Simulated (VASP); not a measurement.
Band structure of Pb (fcc). Level of theory: PW91 GGA, VASP's PBE PAW potentials (set 64) (plane waves; VASP 6.6.1).

Unless said otherwise, spin-orbit coupling is left out, though it shifts the bands of the heavy elements here.

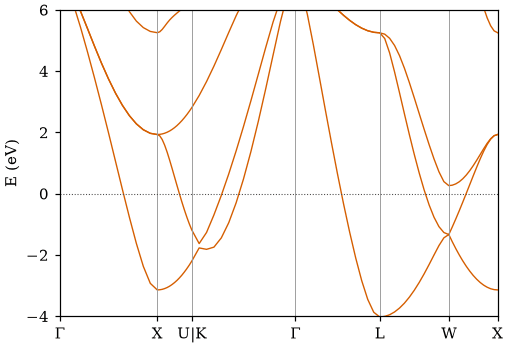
*Bands along high-symmetry lines, zero at the valence-band maximum or, without a gap, the Fermi level*

Read the plot: is there a gap, and where are the band edges?

It has no gap at this level: it comes out as a metal or semimetal. (Edges off the drawn lines would not show.)

The compound is Pb in the fcc structure. It was relaxed first.
